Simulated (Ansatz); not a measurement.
One crystal and one scan (energy against volume) at two levels, r2SCAN (plane waves to 500 eV, PAW, scalar-relativistic; Ansatz, a program for electronic structure) and PBEsol (plane waves to 420 eV, PAW, scalar-relativistic; Ansatz), each from its own relaxed cell and on its own mesh. The cell shown is that of r2SCAN.

CoSi (FeSi type, space group P2_13)

```yaml
crystal:
  lattice:
    - [4.38307, 0.00000, 0.00000]
    - [0.00000, 4.38307, 0.00000]
    - [0.00000, 0.00000, 4.38307]
  atoms:
    - { symbol: Co, position: [0.14563, 0.14563, 0.14563] }
    - { symbol: Co, position: [0.64563, 0.35437, 0.85437] }
    - { symbol: Co, position: [0.85437, 0.64563, 0.35437] }
    - { symbol: Co, position: [0.35437, 0.85437, 0.64563] }
    - { symbol: Si, position: [0.84366, 0.84366, 0.84366] }
    - { symbol: Si, position: [0.34366, 0.65634, 0.15634] }
    - { symbol: Si, position: [0.15634, 0.34366, 0.65634] }
    - { symbol: Si, position: [0.65634, 0.15634, 0.34366] }
```

E(V) scan at fixed shape, V₀ the volume above. The atoms relax within the cell's symmetry.

Energies are smeared free energies. CoSi is run without spin polarisation. CoSi was relaxed with its symmetry unable to fall. Percentages come from the unrounded values.

| quantity | r2SCAN | PBEsol | r2SCAN − PBEsol |
|---|---|---|---|
| Lattice constant a (Å) | 4.383 | 4.386 | -0.003 |
| Bulk modulus B₀ (third-order Birch-Murnaghan fit) (GPa) | 244.0 | 237.2 | +6.8 (+2.9 %) |
| Pressure derivative B₀′ (fit) | 4.8 | 4.8 | 0.0 |

r2SCAN gives the higher value for: bulk modulus B₀. They agree on: lattice constant a (within 0.2 %); pressure derivative B₀′ (within 1.5 %). (r2SCAN) At this level the bands of CoSi touch or barely overlap. (PBEsol) At this level the bands of CoSi touch or barely overlap.

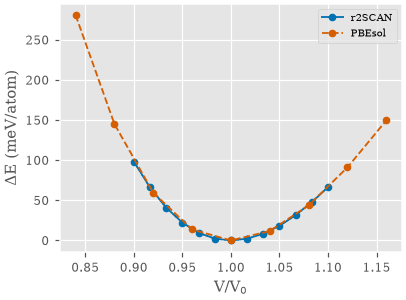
*ΔE, each from the relaxed starting cell of its own level.*

(A scan under strain: stresses follow from slopes of the energy per volume, elastic moduli from its curvatures.)
